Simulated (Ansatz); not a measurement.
**H3PSi (SMILES [SiH]P): density, localisation and related maps**

The calculation's input:

```
crystal:
  periodic: [false, false, false]
  atoms:
    - {symbol: P, position_ang: [0.398101, -0.667691, 1.822359]}
    - {symbol: Si, position_ang: [0.105986, -2.872548, 1.731145]}
    - {symbol: H, position_ang: [-1.332963, -2.645630, 1.257852]}
    - {symbol: H, position_ang: [1.360973, -0.415457, 2.834021]}
    - {symbol: H, position_ang: [-0.742348, -0.038929, 2.388037]}
basis:
  gaussian:
    orbitals: def2-TZVPD
magnetization:
  spin_polarized: false
hamiltonian:
  xc: pbe0
output: {forces: true, orbitals: {seedname: orbitals}}
```

Run with:

```sh
ansatz run input.yaml --threads 1 --pin off --max-ram 2610MiB --events-out events.jsonl --progress --plain --runs-dir runs
```

Geometry: B3LYP-D3(BJ)/def2-SVP.

Theory: Ansatz 0.2.0, isolated molecule in a Gaussian basis; Kohn-Sham density functional theory, functional PBE0.

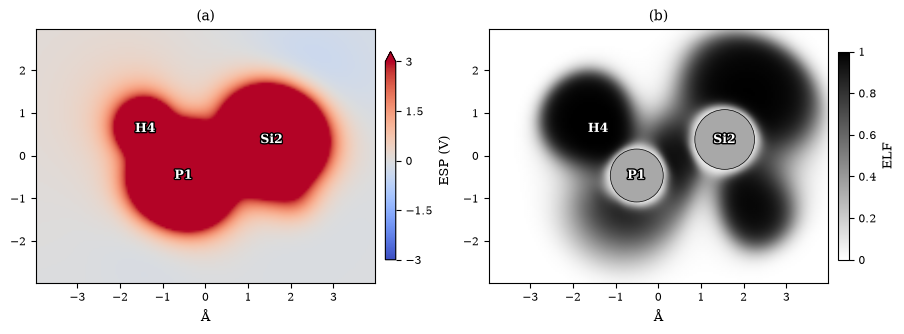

Figure 1. (a) electrostatic potential; (b) electron localisation function on the plane of atoms Si2, P1 and H4. Grey discs cover the atomic cores in the ELF map.

Interpret the plot.

Answer. The plane passes through P, Si and H nuclei.
Si–P (2.23 Å): the ELF peaks at about 0.95 between the atoms, as expected for a covalent bond.
P–H (1.42 Å): the ELF climbs to about 1 towards the hydrogen, as it does in any bond to H.
The ELF also peaks beside Si2, away from the bonds: lone-pair regions.
Outside the dense part of the molecule the potential is most negative (−0.4 V) near Si2.

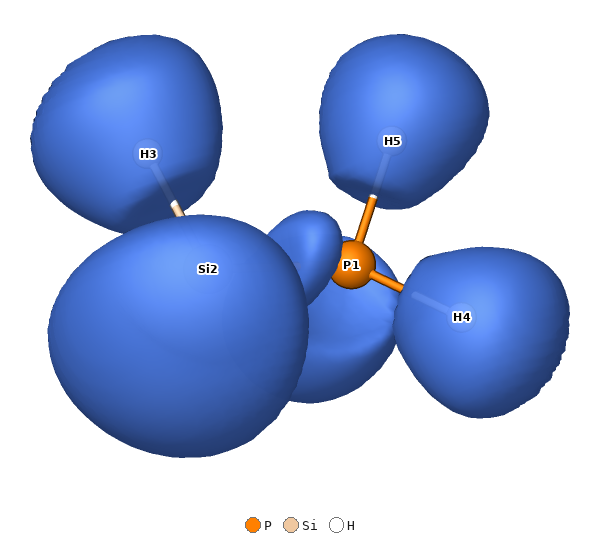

Figure 2. Isosurface of the ELF at 0.85 (blue), seen at a tilt. Only the valence region is drawn (cores and ρ < 0.01 e/Å³ removed).

Identify the bonds, lone pairs and shells in this picture.

Answer. At this value the surface marks out three regions around hydrogen nuclei, one region on P in which the atom's valence shell and bonds are merged and one lobe on Si, pointing away from the bonds (lone pairs).

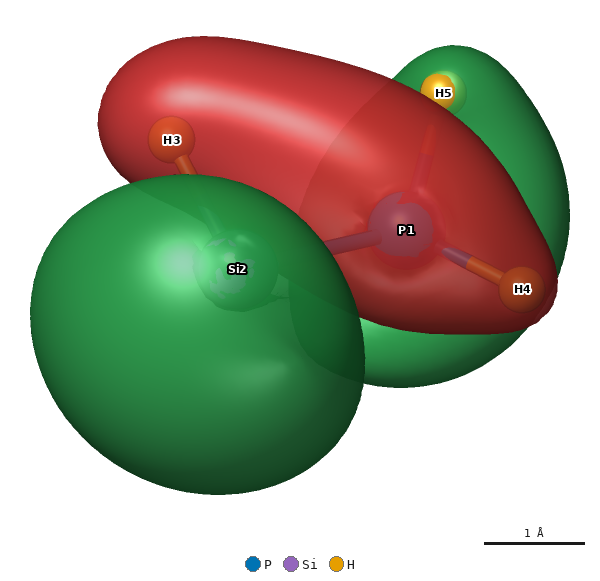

Figure 3. The HOMO at ±0.06 Å⁻³ᐟ² (green and red are the two phases), seen at a tilt.

What is the character of this orbital?

Answer. By Hirshfeld shares it lies mainly on Si2 (about 60 %) and P1 (about 35 %). Its energy is −6.69 eV.

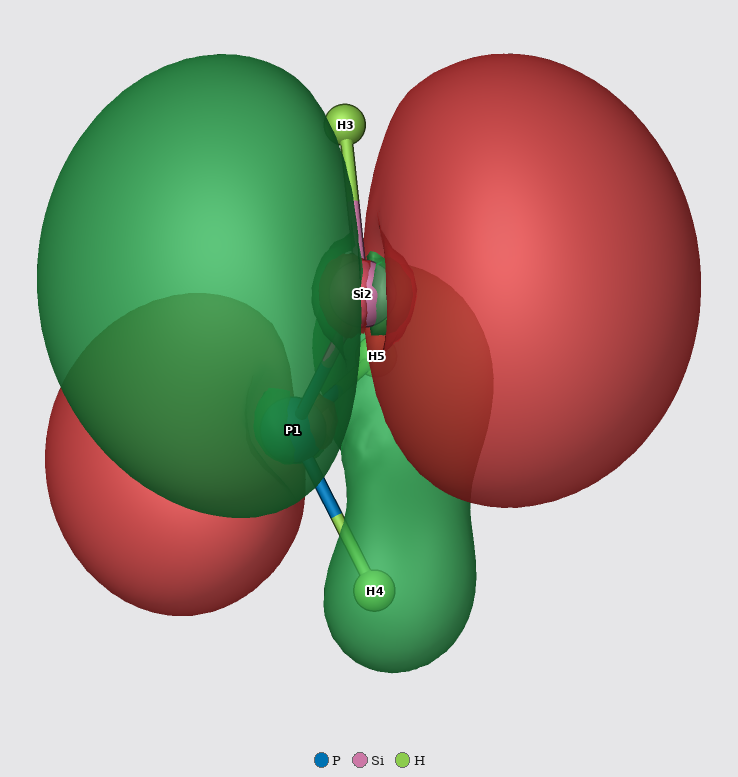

Figure 4. The LUMO at ±0.06 Å⁻³ᐟ² (green and red are the two phases), seen at an oblique angle.

What is the character of this orbital?

Answer. It lies mainly on Si2 (about 75 %) and P1 (about 15 %). Its energy is −2.81 eV.
